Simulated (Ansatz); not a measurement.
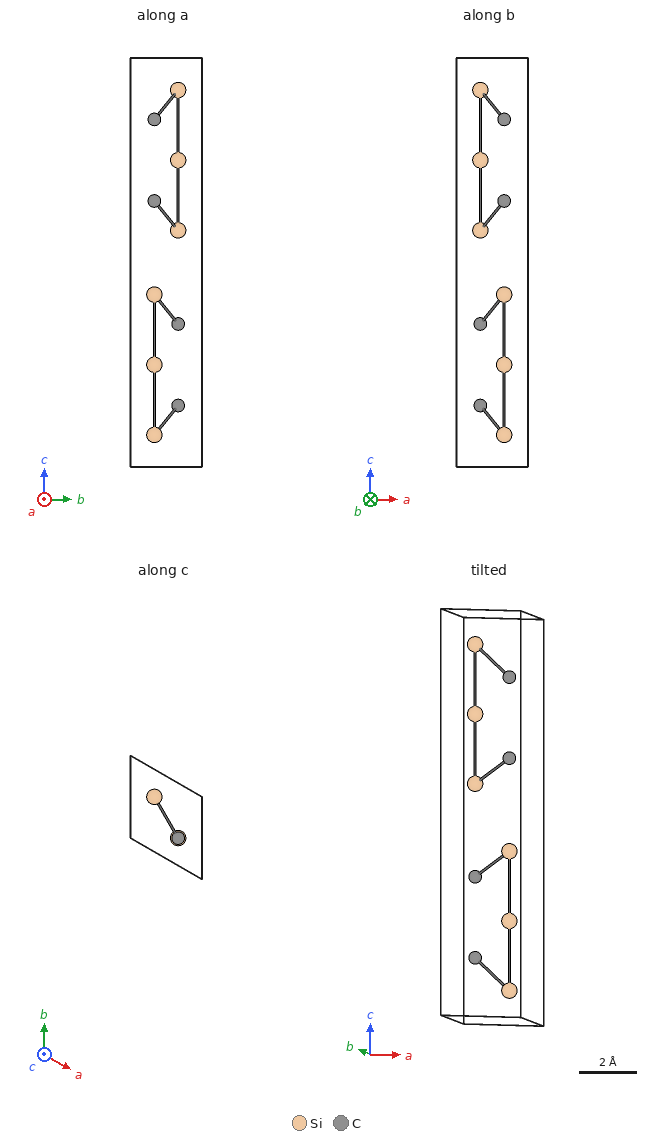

The image is a ball-and-stick drawing of a crystal, viewed along the a axis, along the b axis, along the c axis and slightly off an axis. Thin lines show the conventional unit cell, with boundary atoms drawn in all their periodic places.

Lattice parameters: a = 2.8970 Å, b = 2.8970 Å, c = 14.3677 Å, α = 90.000°, β = 90.000°, γ = 120.000°.

> Set out the cell and atoms as a CIF in P1 with every atom of the cell, with free fractional coordinates to two decimals.

```cif
data_structure
_symmetry_space_group_name_H-M 'P 1'
_symmetry_Int_Tables_number 1
_cell_length_a 2.8970
_cell_length_b 2.8970
_cell_length_c 14.3677
_cell_angle_alpha 90.000
_cell_angle_beta 90.000
_cell_angle_gamma 120.000
_cell_volume 104.43
loop_
_atom_site_label
_atom_site_type_symbol
_atom_site_fract_x
_atom_site_fract_y
_atom_site_fract_z
_atom_site_occupancy
Si1 Si 0.6667 0.3333 0.08 1
Si2 Si 0.6667 0.3333 0.25 1
Si3 Si 0.6667 0.3333 0.42 1
Si4 Si 0.3333 0.6667 0.75 1
Si5 Si 0.3333 0.6667 0.92 1
Si6 Si 0.3333 0.6667 0.58 1
C1 C 0.6667 0.3333 0.85 1
C2 C 0.6667 0.3333 0.65 1
C3 C 0.3333 0.6667 0.15 1
C4 C 0.3333 0.6667 0.35 1
```

It goes back to a structure type filled with these elements by a generator (whether the compound takes this form wasn't checked). A relaxation with DFT PBE, scalar-relativistic, plane waves, PAW (Ansatz) gave the geometry drawn.
